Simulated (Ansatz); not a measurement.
# AlH3 (SMILES [AlH3]) at 6 levels

Wanted: a comparison of 6 runs (HSE06/3-21G, HSE06/6-31G*, UPBE/6-31G*, BCCD(T)/6-31G*, CCSDT(Q)/6-31G*, CCSD/3-21G) of AlH3. 

The calculation is run with Ansatz 0.2.0.

74 further runs of the same task are left out: 3 that didn't finish, 71 set aside as unsound or not needed.

### Step 1. The molecule

AlH3 has 4 atoms, charge 0, and is taken as a singlet. SMILES: `[AlH3]`. The H3–Al1 distance was set to 3.964 Å, away from the relaxed value. At this shape a bond of the SMILES string is far longer than usual.

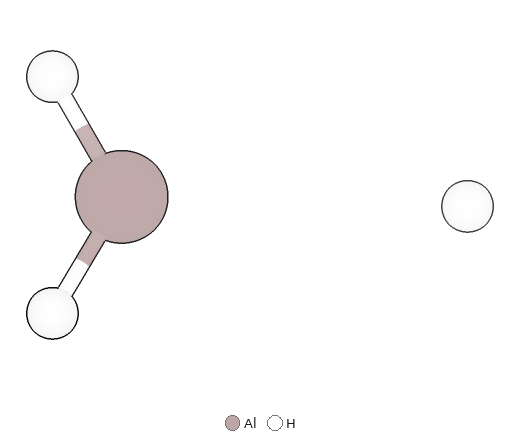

Viewed from a chosen angle; aluminium light grey, hydrogen white.

### Step 2. A single-point energy at HSE06/3-21G (run 1)

input.yaml reads:

```yaml
crystal:
  periodic: [false, false, false]
  atoms:
    - symbol: Al
      position_ang: [2.045453, 1.211002, -0.170400]
    - symbol: H
      position_ang: [2.664953, 1.896702, 1.118300]
    - symbol: H
      position_ang: [-1.340800, -0.832000, 0.105100]
    - symbol: H
      position_ang: [2.781153, 1.341502, -1.569200]
basis:
  gaussian: {orbitals: 3-21G.json}
hamiltonian: {xc: {name: HSE06}}
accuracy: high
```

The basis set 3-21G is read from a file made from the Basis Set Exchange's data (not shown).

Run with:

```console
$ ansatz run input.yaml --threads 1 --pin off --max-ram 2610MiB --events-out events.jsonl --progress --plain --runs-dir runs
```

Log:

```text
Warning: RAYON_NUM_THREADS=1 ignored (pool sized by the plan → 1); use --threads N
Functional definition: HSE06
  name "HSE06"
  parameter a = 0.25
  parameter omega = 0.11/bohr
  exchange = pbe_x - a*pbe_x_sr(omega) + a*exact_x_sr(omega)
  correlation = pbe_c
360 factors; integrals over basis functions are off by at most 3.7e-9 eV
84 factors; integrals over basis functions are off by at most 1.1e-9 eV
mean field evaluation 1: about -6596.1176 eV, gradient 1.7e1 eV
mean field evaluation 2: about -6589.1165 eV, gradient 2.0e1 eV
mean field evaluation 4: about -6599.0271 eV, gradient 8.8e0 eV
mean field evaluation 8: about -6599.0984 eV, gradient 8.3e0 eV
mean field evaluation 16: about -6599.7599 eV, gradient 1.3e-8 eV
mean field -6599.75988919 eV, -242.5367024497 hartree, gradient 7.2e-9 eV, S^2 0.000000; 0 other end points of the search recorded, 0 dependent functions left out
reference -6599.75989254 eV, -242.5367025730 hartree; 8, 8 occupied and 11, 11 virtual orbitals, 360 factors
Total energy: -6599.75989254 eV, -242.5367025730 hartree
```

It took 0.9 s on 1 thread of Arm Neoverse V2, shared host.

### Step 3. The energy at HSE06/6-31G(d) (spherical functions) (run 2)

run.yaml reads:

```yaml
basis:
  gaussian: {orbitals: 6-31G_st_-spherical.json}
crystal:
  periodic: [false, false, false]
  atoms:
    - {symbol: Al, position_ang: [2.045453, 1.211002, -0.170400]}
    - {symbol: H, position_ang: [2.664953, 1.896702, 1.118300]}
    - {symbol: H, position_ang: [-1.340800, -0.832000, 0.105100]}
    - {symbol: H, position_ang: [2.781153, 1.341502, -1.569200]}
hamiltonian: {xc: {name: HSE06}}
accuracy: high
```

The basis set 6-31G* is read from a file made from the Basis Set Exchange's data (not shown).

Run with:

```console
$ ansatz run run.yaml --threads 1 --pin off --max-ram 2610MiB --events-out events.jsonl --progress --plain --runs-dir runs
```

Log, cut to the lines that bear on the results:

```text
Warning: RAYON_NUM_THREADS=1 ignored (pool sized by the plan → 1); use --threads N
[... 6 set-up lines as earlier in the session ...]
437 factors; integrals over basis functions are off by at most 3.6e-9 eV
79 factors; integrals over basis functions are off by at most 1.3e-9 eV
mean field evaluation 1: about -6632.5476 eV, gradient 1.7e1 eV
mean field evaluation 2: about -6625.4054 eV, gradient 1.9e1 eV
mean field evaluation 4: about -6635.9340 eV, gradient 5.0e0 eV
mean field evaluation 8: about -6635.9338 eV, gradient 5.0e0 eV
mean field evaluation 16: about -6636.1496 eV, gradient 4.1e-7 eV
mean field -6636.14956636 eV, -243.8739984199 hartree, gradient 9.8e-9 eV, S^2 0.000000; 0 other end points of the search recorded, 0 dependent functions left out
reference -6636.14957007 eV, -243.8739985564 hartree; 8, 8 occupied and 16, 16 virtual orbitals, 437 factors
Total energy: -6636.14957007 eV, -243.8739985564 hartree
```

Run time: 1 s. Hardware: 1 thread of Arm Neoverse V2, shared host.

### Step 4. The energy at UPBE/6-31G(d) (spherical functions) (run 3)

Edit run.yaml of step 3 so:

```diff
@@ -1,3 +1 @@
-basis:
-  gaussian: {orbitals: 6-31G_st_-spherical.json}
 crystal:
@@ -9,3 +7,11 @@
     - {symbol: H, position_ang: [2.781153, 1.341502, -1.569200]}
-hamiltonian: {xc: {name: HSE06}}
+basis:
+  gaussian:
+    orbitals: 6-31G_st_-spherical.json
+total_charge: 0
+magnetization:
+  spin_polarized: true
+  initial_magnetization: 0
+hamiltonian:
+  xc: pbe
 accuracy: high
```

The basis set 6-31G* is read from a file made from the Basis Set Exchange's data (not shown).

Run with:

```console
$ ansatz run run.yaml --threads 1 --pin off --max-ram 2610MiB --events-out events.jsonl --progress --plain --runs-dir runs
```

Log:

```text
Warning: RAYON_NUM_THREADS=1 ignored (pool sized by the plan → 1); use --threads N
Functional definition: PBE
  name "PBE"
  parameter kappa = 0.804
  parameter beta = 0.06672455060314922
  exchange = pbe_x(kappa = kappa, mu = beta*pi^2/3)
  correlation = pbe_c(beta = beta)
437 factors; integrals over basis functions are off by at most 3.6e-9 eV
mean field evaluation 1: about -6631.2476 eV, gradient 1.5e1 eV
mean field evaluation 2: about -6623.9650 eV, gradient 1.5e1 eV
mean field evaluation 4: about -6632.9617 eV, gradient 1.2e1 eV
mean field evaluation 8: about -6633.8691 eV, gradient 9.9e0 eV
mean field evaluation 16: about -6635.9915 eV, gradient 7.7e-5 eV
mean field evaluation 32: about -6636.6510 eV, gradient 1.7e-8 eV
mean field -6636.65102636 eV, -243.8924267351 hartree, gradient 1.7e-8 eV, S^2 0.946919; 3 other end points of the search recorded, 0 dependent functions left out
reference -6636.65103052 eV, -243.8924268881 hartree; 8, 8 occupied and 16, 16 virtual orbitals, 437 factors
Total energy: -6636.65103052 eV, -243.8924268881 hartree
```

Run time: 2.9 s. Hardware: 1 thread of Arm Neoverse V2, shared host; peak memory 0.11 GiB.

Runs 4 to 5 aren't shown in full; the table further down has their settings and results.

### Step 5. A single-point energy at CCSD/3-21G (run 6)

in.yaml reads:

```yaml
basis:
  gaussian: {orbitals: 3-21G.json}
crystal:
  periodic: [false, false, false]
  atoms:
    - symbol: Al
      position_ang: [2.045453, 1.211002, -0.170400]
    - symbol: H
      position_ang: [2.664953, 1.896702, 1.118300]
    - symbol: H
      position_ang: [-1.340800, -0.832000, 0.105100]
    - symbol: H
      position_ang: [2.781153, 1.341502, -1.569200]
correlation: {method: ccsd, frozen_orbitals: {Al: 5, H: 0}}
accuracy: high
scf: {omitted_lower_state_checks: [cluster_reference, increment]}
```

The basis set 3-21G is read from a file made from the Basis Set Exchange's data (not shown).

Run with:

```console
$ ansatz run in.yaml --threads 1 --pin off --max-ram 2610MiB --events-out events.jsonl --progress --plain --runs-dir runs
```

Log:

```text
Warning: RAYON_NUM_THREADS=1 ignored (pool sized by the plan → 1); use --threads N
[... 12 lines left out ...]
5 core orbitals not correlated: weight in the atoms' cores, before any rotation towards them, 1.000 or more for the frozen orbitals, at most 0.000 for the correlated occupied ones
[... 32 lines left out ...]
WARN: these amplitudes may be one of several solutions (largest doubles amplitude 0.74, level shift 5.29 eV)
Total energy: -6591.22260621 eV, -242.2229630871 hartree
Checks for a lower state left out: cluster_reference, increment
```

Wall time 0.12 s (1 thread of Arm Neoverse V2, shared host).

### Step 6. The series

```csv
run,level,frozen core orbitals,energy (Eh),wall time
1,HSE06/3-21G,–,-242.536703,0.9 s
2,HSE06/6-31G* (spherical functions),–,-243.873999,1 s
3,UPBE/6-31G* (spherical functions),–,-243.892427,2.9 s
4,BCCD(T)/6-31G* (spherical functions),5,-243.566392,0.22 s
5,CCSDT(Q)/6-31G* (spherical functions),5,-243.566642,0.4 s
6,CCSD/3-21G,5,-242.222963,0.12 s
```

### Step 7. Outcome

| quantity | value |
| --- | --- |
| run 6: total energy | -242.22296 Eh |
| run 6: correlation energy (5 core orbitals frozen) | -147.8 mEh |
| run 6: T1 diagnostic | 0.081 |

What this shows: Totals of different functionals can't be ranked against each other. In run 6 the T1 diagnostic is large, so a single reference may not serve. In runs 4, 5, 6 the log says that unrestricted orbitals would lower the reference, so the values rest on an unstable closed-shell determinant (other closed-shell runs at this shape may share the fault). Spin contamination of the reference: run 3 ⟨S²⟩ = 0.95. Where it is this large, the reference is a mixture of spin states, and values that rest on it are in doubt. All runs together took 5.6 s, the longest 2.9 s.
